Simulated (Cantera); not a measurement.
Charge: 1 mol Cu, 0.22 mol CO2, 200 mol N2, at 0.0110 bar.

Cantera equilibrium calculation (NASA polynomials, part measured and part estimated; ideal gas, pure solids and liquids). Candidate condensed phases: C, Cu, CuO, Cu2O; 27 gas species. Equilibrium is a limit: real reactors are often held back by kinetics, nucleation or transport.

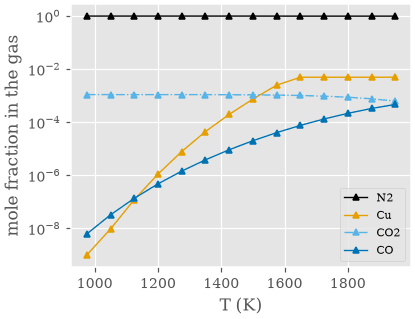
Figure. Equilibrium gas composition (values under 1e-9 drawn at 1e-9)

### Question
Read off the mole fractions at 1875 K.

### Answer
N2 about 0.99, Cu about 0.0050, CO2 about 0.00076, CO about 0.00033.
